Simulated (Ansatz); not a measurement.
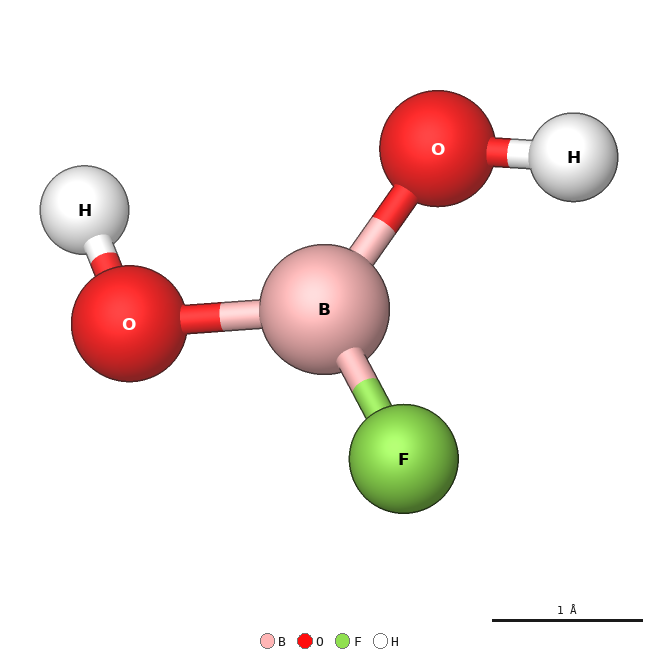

Rendered structure (ball-and-stick style). Every bond is drawn as one stick, whatever its order.

The computed structure is the end point of a PBE0-D4/def2-TZVP optimisation.

Description:

It has 6 atoms: 1 boron, 1 fluorine, 2 hydrogen and 2 oxygen (BFH2O2). The point group is Cs. All atoms lie on one plane. Coordination: 1 B trigonal planar; 2 O bent.

The parts below concern this one geometry. Atoms keep their numbers from picture to picture.

## Shape

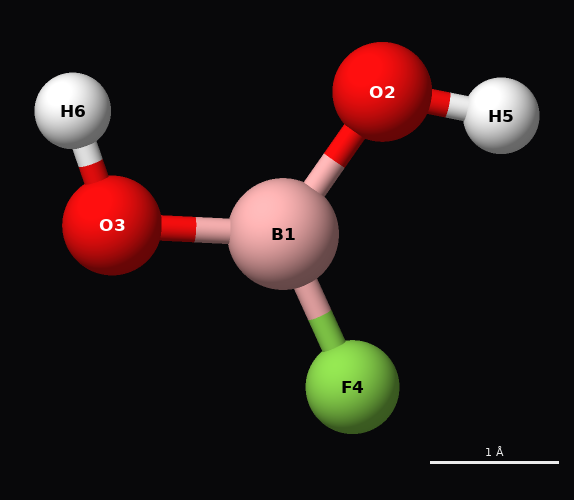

Numbered structure.

Which atoms are bonded, and how long are the bonds?

```csv
bond,length (Å)
B1–O2,1.360
B1–O3,1.352
B1–F4,1.333
O2–H5,0.960
O3–H6,0.960
```

## Dipole moment

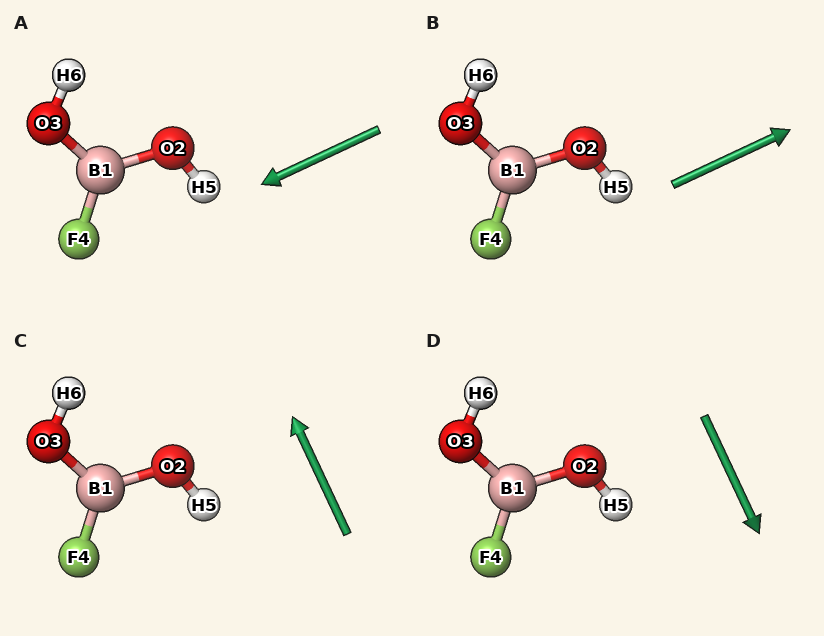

The same molecule four times, each with an arrow. Level of theory: RKS PBE0-D4/def2-TZVP (Ansatz 0.2.0).

> Which arrow points along the dipole moment, from the negative to the positive end?

B. The dipole moment is 1.91 D; it points from the side of F4 to the side of H5 (the outermost atoms at the two ends).

## Thermal motion

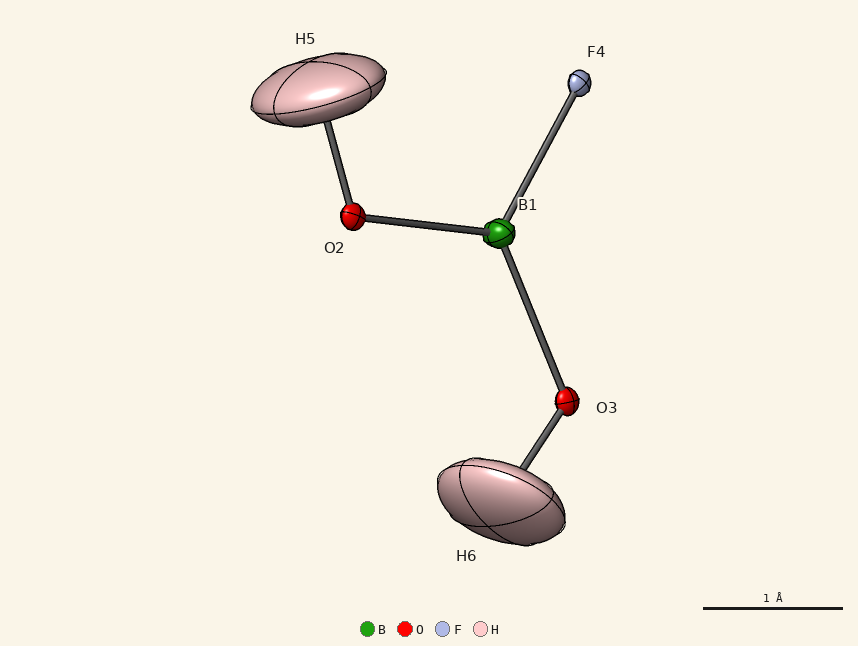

Displacement ellipsoids at the 50 % level, enlarged 2 times, from the internal vibrations of the free molecule (harmonic, no overall translation or rotation; no half-axis is drawn under 0.075 Å). Vibrations computed with RKS PBE0-D4/def2-TZVP (Ansatz 0.2.0). Temperature: 298 K.

> Which atom has the largest mean-square displacement?

H5, with U_eq = 0.0204 Å².

> Does H5 move more along its bond or across it?

Across it: the root-mean-square amplitude is 0.071 Å along the bond and up to 0.189 Å across, since bending and torsion are softer than stretching.

List U_eq and the three principal root-mean-square amplitudes for each kind of atom.

| atom | U_eq (Å²) | rms amplitudes (Å) |
| --- | --- | --- |
| B1 | 0.0015 | 0.034, 0.035, 0.046 |
| O2 | 0.00081 | 0.017, 0.032, 0.034 |
| O3 | 0.00080 | 0.017, 0.032, 0.033 |
| F4 | 0.00066 | 0.010, 0.030, 0.031 |
| H5 | 0.0204 | 0.071, 0.143, 0.189 |
| H6 | 0.0197 | 0.070, 0.143, 0.184 |

## Charges

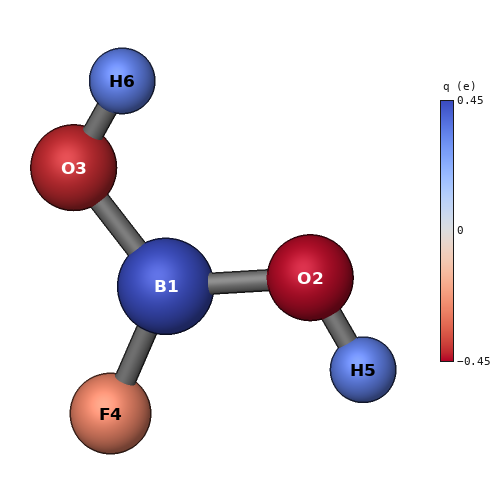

Atoms are coloured by their Mulliken charges. Method: RKS PBE0-D4/def2-TZVP (Ansatz 0.2.0).

Give the Mulliken charges atom by atom.

```csv
atom,value (e)
B1,0.45
O2,−0.44
O3,−0.42
F4,−0.26
H5,0.34
H6,0.34
```

Mulliken values depend strongly on the basis set and can even reverse the polarity of a bond.
